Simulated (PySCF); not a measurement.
Consider C8H10.

The calculation's input:

```
{"job": {"kind": "uv", "xc": "PBE0", "basis": "def2-SVPD", "nstates": 6, "ntriplets": 2}, "charge": 0, "multiplicity": 1}
C      2.537562    -0.415675    -0.650542
C      2.130034     0.822706     0.076882
C      0.893880     1.149503     0.458423
C     -0.338603     0.413712     0.274105
C     -0.596153    -0.779142    -0.309446
C     -2.055092    -1.083450    -0.227445
C     -2.600835     0.105939     0.489397
C     -1.604693     0.950988     0.767100
H      3.607415    -0.415672    -0.841744
H      2.291160    -1.300898    -0.064401
H      2.014999    -0.490025    -1.604030
H      2.930358     1.511939     0.312446
H      0.763164     2.089343     0.982012
H      0.092508    -1.456056    -0.774613
H     -2.245380    -2.011762     0.317406
H     -2.501551    -1.201245    -1.218293
H     -3.643355     0.220502     0.724331
H     -1.684177     1.895610     1.276752
```

Launched as:

```sh
OMP_NUM_THREADS=1 python probes_run.py task.json out
```

Geometry: GFN2-xTB.

Method: PBE0/def2-SVPD, SCF density, gas phase in PySCF 2.14.0.

### What will maps of the electron density and electron localisation function show?

C–C (1.33 Å): ρ is about 2.3 e/Å³ halfway; the ELF peaks at about 0.95 between the atoms: a multiple bond.
C–H (1.07 Å): ρ is about 2 e/Å³ halfway; the ELF climbs to about 1 towards the hydrogen, as it does in any bond to H: a covalent bond by its length.
C–C (1.45 Å): the density is about 1.9 e/Å³ at the midpoint; the ELF peaks at about 0.95 between the atoms, as expected for localised, covalent bonding.
C–C (1.49 Å): ρ at the midpoint is about 1.7 e/Å³; the ELF peaks at about 0.95 between the atoms, as expected for a shared electron pair.

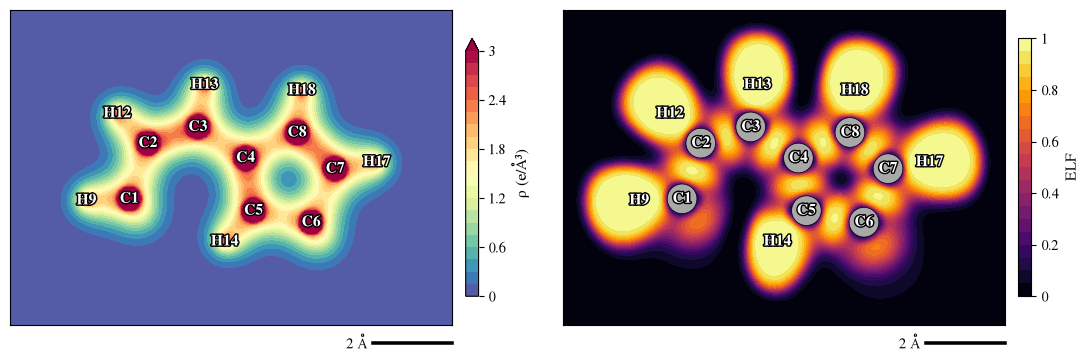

Computed electron density and electron localisation function on the plane of atoms C2, C1 and H9, in this order. Grey discs cover the atomic cores in the ELF map. 
